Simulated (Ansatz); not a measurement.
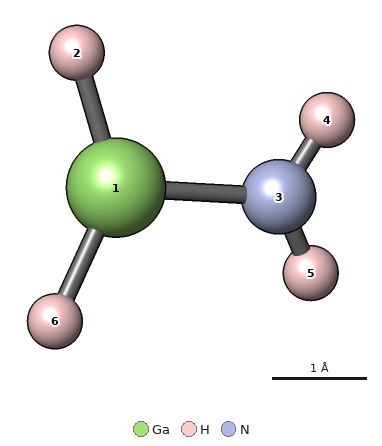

**Figure 1.** The input geometry (ball-and-stick view, seen at a tilt; atoms are numbered from 1 in the order of the input). Sticks mark near contacts. Bond lengths as drawn: Ga–H 1.51 to 1.60 Å, Ga–N 1.84 Å and H–N 0.97 to 0.98 Å.

# Run report: GaNH4, molecular dynamics

GaNH4, set up with RKS BHLYP/def2-mTZVP (Ansatz 0.2.0).

One setting was made poor on purpose. It belongs to a series of runs on one base structure; here: an input spoilt on purpose.

Input
```yaml
crystal:
  periodic: [false, false, false]
  atoms:
    - { symbol: Ga, position_ang: [0.014355, 0.010347, -0.003454] }
    - { symbol: H, position_ang: [0.224901, -0.494376, 1.400054] }
    - { symbol: "N", position_ang: [1.586631, -0.062502, -0.948235] }
    - { symbol: H, position_ang: [2.406768, -0.40025, -0.525147] }
    - { symbol: H, position_ang: [1.706179, 0.46515, -1.758887] }
    - { symbol: H, position_ang: [-1.22899, 0.504029, -0.875914] }
basis:
  gaussian: { orbitals: def2-mTZVP }
hamiltonian:
  xc: { name: BHLYP }
md:
  timestep: 0.5
  n_steps: 25
  ensemble: nvt_langevin
  initial_velocities: maxwell_boltzmann
  seed: 588989
  masses: [{ species: H, mass: 2.014 }]
```

Launch command:
```bash
ansatz run input.yaml --threads 2 --pin off --max-ram 3072MiB --backend cpu --events-out ev --progress --plain --runs-dir out
```

What the program printed
```
Error: invalid value for `md.temperature`: is required — the nvt_* ensembles, npt_langevin and the maxwell_boltzmann velocity draw need a target temperature in K
```

Outcome

```json
{"quantity": "outcome", "value": "refused by the program"}
{"quantity": "hardware", "value": "2 threads of Arm Neoverse V1, 24 GiB of memory available, shared host"}
```

The program refused the input: “invalid value for `md.temperature`: is required — the nvt_* ensembles, npt_langevin and the maxwell_boltzmann velocity draw need a target temperature in K” A deliberately poor setting: bad input.
